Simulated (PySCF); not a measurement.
C₂H₆BCl, SMILES `CB(C)Cl`.

Method: PBE/def2-TZVP; geometry: GFN2-xTB; program: PySCF. No frequency check shows the geometry to be a minimum. GFN2-xTB bond lengths at metals and heavier atoms can be off by up to 0.1 Å and shapes distorted, which carries into these values.

Cartesian coordinates (Å):

```
C1      -1.1220   -1.3774   -0.0003
B2      -0.3447    0.0000   -0.0001
C3      -1.1218    1.3775    0.0003
Cl4      1.3661   -0.0001    0.0000
H5      -1.7746   -1.4546    0.8682
H6      -0.4696   -2.2466    0.0013
H7      -1.7744   -1.4546   -0.8688
H8      -0.4693    2.2467   -0.0013
H9      -1.7744    1.4549   -0.8682
H10     -1.7746    1.4543    0.8688
```

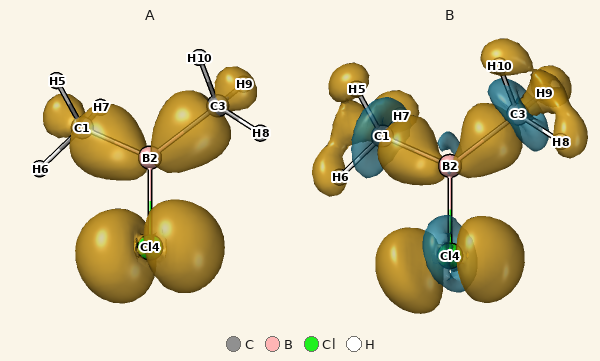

The Fukui function f⁻ from two separate SCF calculations and the density of the HOMO, at ±0.03 e/Å³ (yellow positive, teal negative).

> Which panel is which, and how good is the frozen-orbital picture?

B is f⁻ (it has negative regions), A the HOMO density. The HOMO lies on Cl4 (53 %), C1 and C3 (13 % each) and B2 (12 %); f⁻ (Hirshfeld-condensed) is largest on Cl4 (0.38); the vertical ionisation energy is 10.07 eV (the stability of the cation's solution wasn't checked). Relaxation shifts 25 % of the electron between atoms. The orbital energy is −6.85 eV.
